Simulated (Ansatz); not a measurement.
# TiC, pressure series

The reference is TiC in the rock salt structure (space group Fm-3m, No. 225).

```xyz
2
Lattice="0.0000 2.1643 2.1643 2.1643 0.0000 2.1643 2.1643 2.1643 0.0000" Properties=species:S:1:pos:R:3 pbc="T T T"
C      0.0000     0.0000     0.0000
Ti     2.1643     2.1643     2.1643
```

Cell and atoms are relaxed at each pressure.

Computed with r2SCAN (Ansatz, a quantum-chemistry and plane-wave program), no SOC, earlier PAW set.

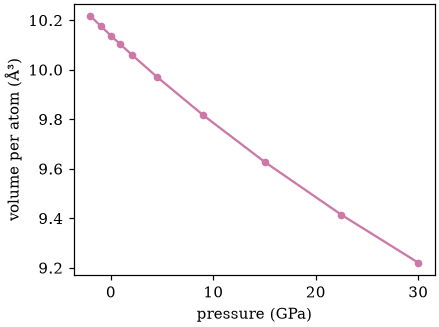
*Volume per atom against pressure*

```json
[
 {"pressure (GPa)": "-2", "volume per atom": "10.22 Å³"},
 {"pressure (GPa)": "-1", "volume per atom": "10.18 Å³"},
 {"pressure (GPa)": "0.9", "volume per atom": "10.10 Å³"},
 {"pressure (GPa)": "2.1", "volume per atom": "10.06 Å³"},
 {"pressure (GPa)": "4.5", "volume per atom": "9.97 Å³"},
 {"pressure (GPa)": "9", "volume per atom": "9.82 Å³"},
 {"pressure (GPa)": "15", "volume per atom": "9.63 Å³"},
 {"pressure (GPa)": "22.5", "volume per atom": "9.41 Å³"},
 {"pressure (GPa)": "30", "volume per atom": "9.22 Å³"}
]
```

Load acts through the strain it causes; cell and atoms are relaxed under it. Stability against distortions was not tested. No other phases were tried under pressure. The final runs are not spin-polarised.
